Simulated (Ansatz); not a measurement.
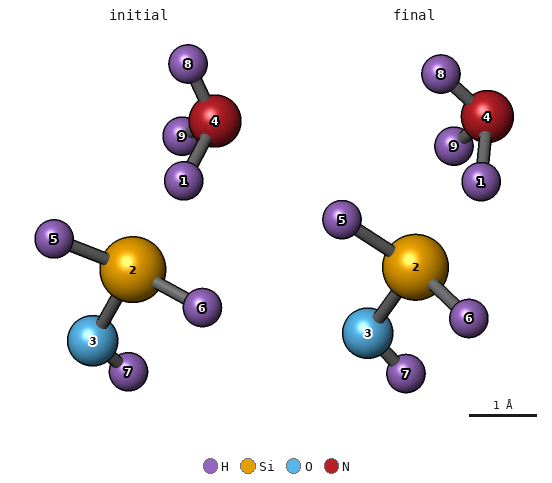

The structure of SiNH$_{6}$O (multiplicity 2) before (left) and after (right) a constrained relaxation, at one scale.

The picture is a ball-and-stick view, seen from a free direction.

The reaction that was planned forms H1–N4 and breaks H1–Si2 (atoms numbered from 1 in input order).

Theory: Ansatz, UKS PBE0-D4/def2-SVP.

Input
```yaml
crystal:
  periodic: [false, false, false]
  atoms:
    - {symbol: H, position_ang: [-0.268900, -0.407500, 0.667300]}
    - {symbol: Si, position_ang: [0.305000, 1.142200, -0.213800]}
    - {symbol: O, position_ang: [0.362500, 0.741700, -1.792500]}
    - {symbol: N, position_ang: [-0.644900, -1.589800, 1.172800]}
    - {symbol: H, position_ang: [1.693400, 1.443600, 0.074400]}
    - {symbol: H, position_ang: [-0.671700, 2.188300, 0.051200]}
    - {symbol: H, position_ang: [-0.404900, 0.461000, -2.281900]}
    - {symbol: H, position_ang: [0.047000, -1.742600, 1.902300]}
    - {symbol: H, position_ang: [-0.417500, -2.237000, 0.420200]}
basis:
  gaussian: {orbitals: def2-SVP}
magnetization: {spin_polarized: true, initial_magnetization: 1}
hamiltonian: {xc: pbe0, dispersion: d4}
relax: {f_tol: 0.04, max_steps: 150, escape_saddle: false, constraints: [{distance: [0, 3]}, {distance: [0, 1]}]}
```

Launched with:
```bash
ansatz run in.yaml --threads 4 --pin off --events-out ev --progress --plain --max-ram 9574MiB
```

> What changed between the two?

The largest move after the best rigid fit is that of H8, 0.39 Å. Largest moves by element: H 0.39 Å, O 0.19 Å, Si 0.14 Å, N 0.09 Å. Near-neighbour distances that change, for instance: Si2–H6 1.456 → 1.503 Å, Si2–H5 1.450 → 1.491 Å, Si2–O3 1.630 → 1.671 Å, N4–H8 1.017 → 1.029 Å. Bond angles that change, for instance: H5–Si2–H6 117.2° → 110.3°, Si2–O3–H7 122.8° → 116.4°, H1–N4–H9 102.7° → 98.8°. Over 11 geometry steps the energy falls by 0.153 eV. The largest force component goes from 1.1 to 0.039 eV/Å. The forces were under the threshold at step 5, but the run went on from there.
